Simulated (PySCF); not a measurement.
**C2HAlCl2 (AlCl2(CCH)): HF/def2-TZVP**

What is the vertical ionisation energy of C2HAlCl2 (AlCl2(CCH)) at HF/def2-TZVP? The job is set up through a Python script.

The calculation is run with PySCF 2.14.0.

2 further runs of the same task are left out: 2 set aside as unsound or not needed.

## Step 1: Starting point

C2HAlCl2: 6 atoms, total charge 0, spin state singlet. SMILES: `C#[C][Al]([Cl])[Cl]`. Geometry: a GFN2-xTB relaxation, a rough one for these elements and not checked as a minimum.

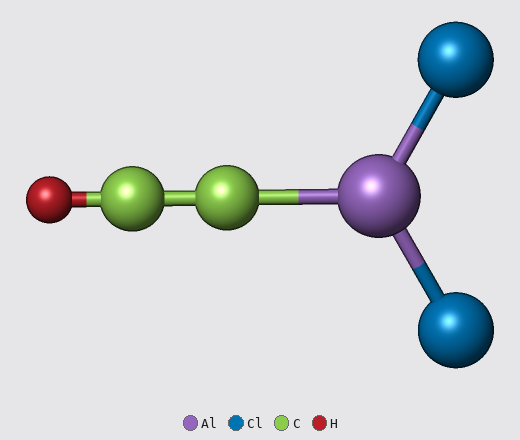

Viewed from a chosen angle; aluminium purple, chlorine blue, carbon green, hydrogen red.

## Step 2: A single-point energy at HF/def2-TZVP

The input, job.py:

```python
from pyscf import gto, scf

mol = gto.M(
    atom='''
Al       0.607070       1.058280       0.009680
Cl       2.632720       1.030540       0.052430
Cl      -0.444300       2.791600      -0.020450
C       -0.356700      -0.622610      -0.003850
C       -0.957480      -1.671150      -0.013890
H       -1.481300      -2.586660      -0.023920
''',
    basis='def2-tzvp',
    max_memory=1860,
    verbose=3,
    charge=0,
)

calc0 = scf.RHF(mol)
calc0.conv_tol = 1e-10
calc0.kernel()
if not calc0.converged:
    calc0 = calc0.newton().run(calc0.mo_coeff, calc0.mo_occ)

etot = calc0.e_tot
print('E(%s) = %.9f' % ('HF', etot))
```

The run is started by

```bash
$ OMP_NUM_THREADS=1 python job.py
```

The log of the run:

```text
converged SCF energy = -1237.40551489006
E(HF) = -1237.405514890
```

Wall time 16 s (1 thread of Arm Neoverse V1, shared host); peak memory 1.1 GiB.

## Step 3: The doublet cation at the same level

The input, calc.py:

```python
from pyscf import gto

mol = gto.Mole()
mol.atom = '''
Al     0.607070     1.058280     0.009680
Cl     2.632720     1.030540     0.052430
Cl    -0.444300     2.791600    -0.020450
C     -0.356700    -0.622610    -0.003850
C     -0.957480    -1.671150    -0.013890
H     -1.481300    -2.586660    -0.023920
'''
mol.charge = 1
mol.spin = 1
mol.verbose = 4
mol.basis = 'def2-tzvp'
mol.max_memory = 1860
mol.build()

mf = mol.UHF()
mf.conv_tol = 1e-10
mf.kernel()
if not mf.converged:
    mf = mf.newton().run(mf.mo_coeff, mf.mo_occ)

e_tot = mf.e_tot
print('E(%s) = %.9f' % ('HF', e_tot))
```

The run is started by

```bash
$ OMP_NUM_THREADS=1 python calc.py
```

The log of the run:

```text
PySCF version 2.14.0

[INPUT] num. atoms = 6
[INPUT] num. electrons = 59
[INPUT] charge = 1
[INPUT] spin (= nelec alpha-beta = 2S) = 1
[INPUT] symmetry False subgroup None
[INPUT] Mole.unit = angstrom
[INPUT] Symbol           X                Y                Z      unit          X                Y                Z       unit  Magmom
[INPUT]  1 Al     0.607070000000   1.058280000000   0.009680000000 AA    1.147196038440   1.999859363105   0.018292548886 Bohr   0.0
[INPUT]  2 Cl     2.632720000000   1.030540000000   0.052430000000 AA    4.975119762665   1.947438360409   0.099078340711 Bohr   0.0
[INPUT]  3 Cl    -0.444300000000   2.791600000000  -0.020450000000 AA   -0.839605317144   5.275359449336  -0.038644899247 Bohr   0.0
[INPUT]  4 C     -0.356700000000  -0.622610000000  -0.003850000000 AA   -0.674065308632  -1.176562382415  -0.007275445580 Bohr   0.0
[INPUT]  5 C     -0.957480000000  -1.671150000000  -0.013890000000 AA   -1.809374969749  -3.158015813067  -0.026248295870 Bohr   0.0
[INPUT]  6 H     -1.481300000000  -2.586660000000  -0.023920000000 AA   -2.799251308318  -4.888078977367  -0.045202248900 Bohr   0.0

nuclear repulsion = 273.673724732508
number of shells = 65
number of NR pGTOs = 289
number of NR cGTOs = 179
basis = def2-tzvp
ecp = {}

[... 93 lines left out ...]
converged SCF energy = -1237.05751104187  <S^2> = 0.75691246  2S+1 = 2.0069006
E(HF) = -1237.057511042
```

Run time: 34 s. Hardware: 1 thread of Arm Neoverse V1, shared host; peak memory 1.1 GiB.

## Step 4: What came out

Level: HF/def2-TZVP.

| quantity | value |
| --- | --- |
| singlet C2HAlCl2: total energy | -1237.40551 Eh |
| singlet C2HAlCl2: dipole moment | 1.27 D |
| singlet C2HAlCl2: HOMO energy | -11.15 eV |
| singlet C2HAlCl2: LUMO energy | 1.51 eV |
| singlet C2HAlCl2: HOMO–LUMO gap | 12.67 eV |
| doublet cation: total energy | -1237.05751 Eh |
| doublet cation: HOMO energy (highest over α and β) | -16.90 eV |
| doublet cation: LUMO energy (lowest over α and β) | -8.01 eV |
| doublet cation: ⟨S²⟩ | 0.757 |
| vertical ionisation energy (to the doublet cation) | 9.470 eV |

**Reading.** Removing an electron at fixed nuclei costs 9.47 eV (218 kcal/mol). The negative HOMO energy of the first species, 11.15 eV, lies 1.68 eV above that difference. Mulliken charges (singlet C2HAlCl2) run from -0.43 on C4 to +0.86 on Al1; they depend strongly on the basis.
